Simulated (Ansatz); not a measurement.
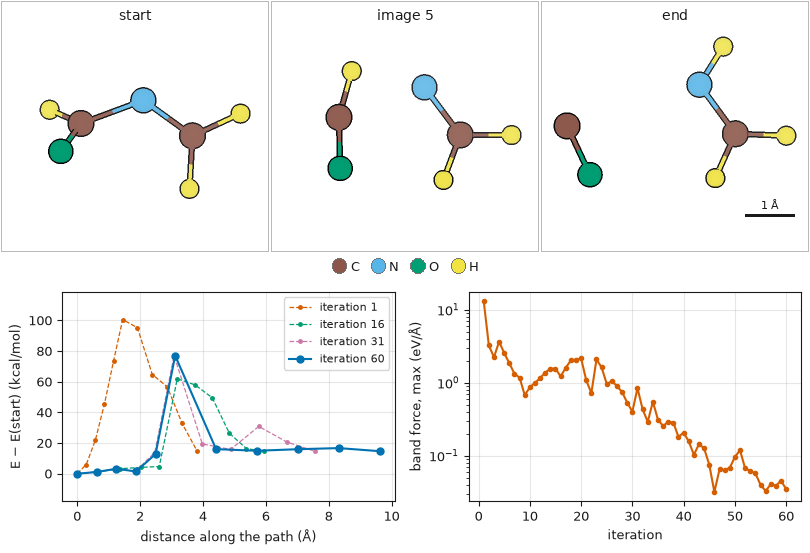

A search for the minimum-energy path of C2H3NO by the nudged elastic band. Images are numbered from 0 (start) to 10 (end). The plot follows the band through its iterations. A ball-and-stick model, seen at a tilt.

These are results of Ansatz 0.2.0, RKS PBE0-D4/def2-SVPD, not measurements. Set-up: 9 movable images; climbing image; force threshold 0.03 eV/Å; iteration limit 60; starting path through a guess of the saddle point.

Judge this run.

Answer. The result isn't final. The band hadn't converged when the run stopped after 60 iterations. The largest component of the band force went from 13 to 0.035 eV/Å. The barrier read from it is provisional, though the highest image hardly moved in the last two iterations. The first iteration put the highest image at 100.6 kcal/mol. The energy climbs by 77.0 kcal/mol to image 5 and then falls by 62.3 kcal/mol, so the end point sits at +14.7 kcal/mol.
